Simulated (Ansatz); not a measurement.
Input file:

```
crystal:
  periodic: [false, false, false]
  atoms:
    - {symbol: C, position_ang: [-1.968089, -1.082356, -2.221675]}
    - {symbol: C, position_ang: [-1.042391, -0.730814, -1.322635]}
    - {symbol: C, position_ang: [0.424907, -0.426923, -1.515946]}
    - {symbol: C, position_ang: [1.044488, -0.616206, -0.118229]}
    - {symbol: C, position_ang: [-0.061352, -0.211303, 0.856820]}
    - {symbol: C, position_ang: [-1.364393, -0.584683, 0.141573]}
    - {symbol: Br, position_ang: [1.528854, -2.527021, 0.161934]}
    - {symbol: O, position_ang: [-2.448626, -0.717414, 0.656145]}
    - {symbol: H, position_ang: [-2.993840, -1.262824, -1.885817]}
    - {symbol: H, position_ang: [-1.741313, -1.203609, -3.284551]}
    - {symbol: H, position_ang: [0.913866, -1.032109, -2.291424]}
    - {symbol: H, position_ang: [0.554204, 0.635823, -1.799408]}
    - {symbol: H, position_ang: [1.988828, -0.079036, 0.019501]}
    - {symbol: H, position_ang: [-0.055881, 0.889888, 0.974552]}
    - {symbol: H, position_ang: [0.008606, -0.651716, 1.859687]}
basis:
  gaussian: {orbitals: def2-SVPD}
hamiltonian: {xc: pbe0}
output: {forces: true, orbitals: {seedname: orbitals}}
```

Run with:

```sh
ansatz run input.yaml --threads 4 --pin off --max-ram 7830MiB --events-out events.jsonl --progress --plain --runs-dir runs
```

Geometry: B3LYP/def2-SVP.

Level of theory: isolated molecule in a Gaussian basis; Kohn-Sham density functional theory, functional PBE0 (Ansatz).

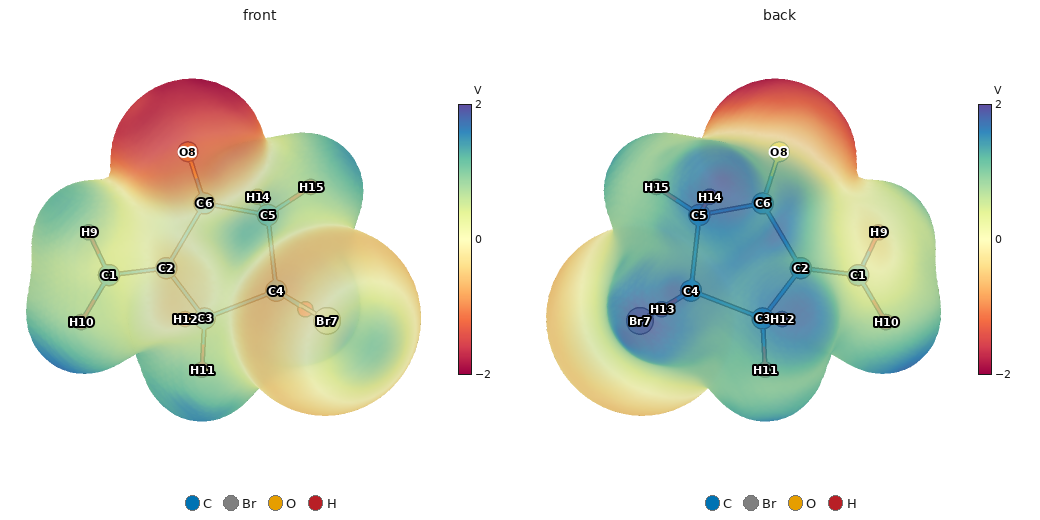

C6H7BrO (SMILES C=C1C[C@H](Br)CC1=O). The molecular electrostatic potential painted on the density surface at 0.004 e/bohr³, seen from the front and from behind; red is negative and blue positive.

### Describe the electrostatic potential map.

The most negative region (about −1.8 V, or −42 kcal/mol for a unit charge) lies over O8, the most positive (about +1.8 V, or +42 kcal/mol for a unit charge) over H13 and H14. Br7 shows a σ-hole: about +1.1 V, or +25 kcal/mol for a unit charge at the tip opposite its bond, against about −0.5 V, or −12 kcal/mol for a unit charge on its flanks. O8 is the likeliest acceptor of a hydrogen bond.

### What dipole moment does the calculation give?

Its dipole moment is 3.58 D.
